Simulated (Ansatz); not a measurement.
Pb (fcc, Cu type), scan of one atom of the cell

Starting cell, Pb (fcc, Cu type):

```
Pb
1.0
    5.03412     0.00000     0.00000
    0.00000     5.03412     0.00000
    0.00000     0.00000     5.03412
Pb
4
Direct
  0.00000   0.00000   0.00000
  0.50000   0.50000   0.00000
  0.50000   0.00000   0.50000
  0.00000   0.50000   0.50000
```

In this cell atom 2 (Pb, nearest neighbour Pb at 3.560 Å; its periodic images, 5.0 Å or more away, move with it) is moved by s along Cartesian [110], unit vector (0.707, 0.707, 0.000); all other atoms and the cell stay fixed.

Computed with PBE (plane waves to 420 eV, PAW, scalar-relativistic; Ansatz, an electronic-structure program). k mesh 8×8×8 (Γ-centred), Fermi-Dirac smearing 0.05 eV. E stands for the smeared free energy. With partly filled bands, energies and forces of such displacements shift with the k mesh and the smearing. On this mesh the relaxed cell isn't quite at rest: it carries a pressure of 0.2 GPa (compression positive) at the zero of the scan. Pb was relaxed with its symmetry unable to fall. Spin-orbit coupling is left out, though Pb is heavy. The PAW data are Ansatz's earlier set. The relaxed volume of Pb is well above the measured one; the method has no dispersion term. The zero of ΔE is the undisplaced structure.

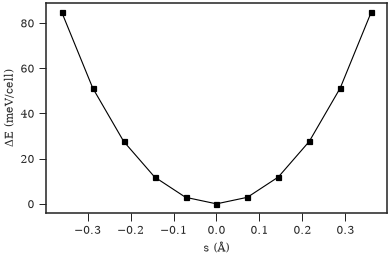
Figure. ΔE (meV/cell) against s (Å); computed points joined by lines.

The force along the line at s = -0.360 Å is 0.547 eV/Å and the force constant k = d²E/ds² at s = 0 (finite differences) comes out as 1.11 eV/Å². The energy at s = 0.360 Å is 85 meV/cell. Harmonic estimate at the end of the scan: ½ks² = 72 meV/cell against the computed 85 meV/cell, so the well is stiffer than harmonic there. Shape of the curve: a single well with its minimum at or next to zero displacement.

The forces along the line at the two nearest points give (0.081 − (-0.081)) / (2·0.072) = 1.13 eV/Å²; the next pair corrects for the finite step.

(For displaced atoms, the force is minus the slope of the energy, and its curvature is a force constant, which sets phonon frequencies.)
